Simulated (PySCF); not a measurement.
B(H)2(NHMe), SMILES BNC (CH₆BN) at its CAM-B3LYP/def2-SVP optimised geometry (Å):

```
9

B     -1.1626    -0.5050     0.0000
H     -1.7461    -1.5620     0.0000
H     -1.7521     0.5499     0.0000
N      0.2223    -0.5050     0.0000
C      1.1015     0.6436    -0.0001
H      0.7102    -1.3949    -0.0001
H      1.7516     0.6614    -0.8906
H      1.7521     0.6611     0.8900
H      0.5001     1.5620     0.0002
```

Method: CAM-B3LYP/def2-TZVP (PySCF).

Map of the electron localisation function on the plane z = 0.8 Å:

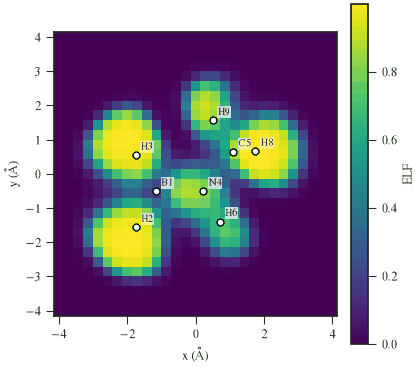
Fig. 1. Electron localisation function on the plane z = 0.8 Å.
